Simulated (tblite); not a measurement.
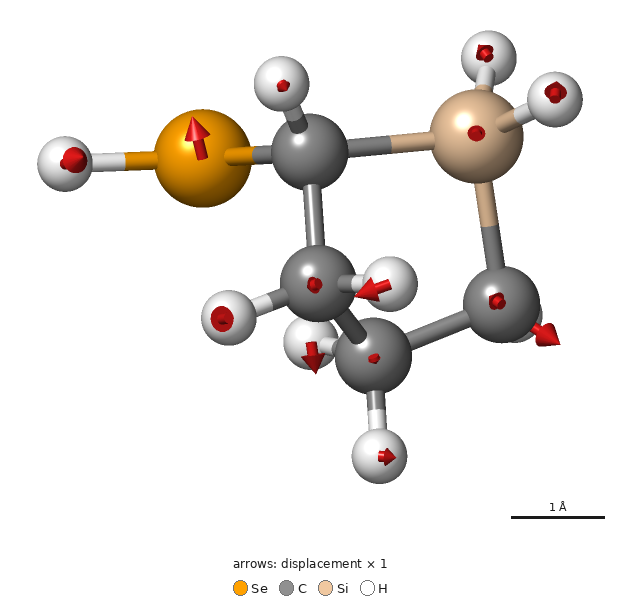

A relaxation of C$_{4}$H$_{9}$SeSi (multiplicity 2). The starting structure is drawn; red arrows show the displacements, at their true length. The two geometries are superimposed by the best rigid fit.

A ball-and-stick model, seen face on.

Method: tblite, GFN2-xTB geometry optimisation, gas phase. 

> Describe the change and its energy.

The largest move after the best rigid fit is that of an H atom, 0.73 Å. By element the largest moves are H 0.73 Å, Se 0.49 Å, C 0.21 Å, Si 0.18 Å. Near-neighbour distances that change, for instance: H–Se 2.304 → 3.101 Å, C–Se 2.979 → 3.437 Å, H–Se 1.529 → 1.455 Å, C–H 1.123 → 1.077 Å. Bond angles that change, for instance: Si–C–H 108.3° → 128.7°, C–Se–H 113.4° → 95.5°, C–C–H 105.8° → 118.9°. After 80 geometry steps the energy has fallen by 1.177 eV.
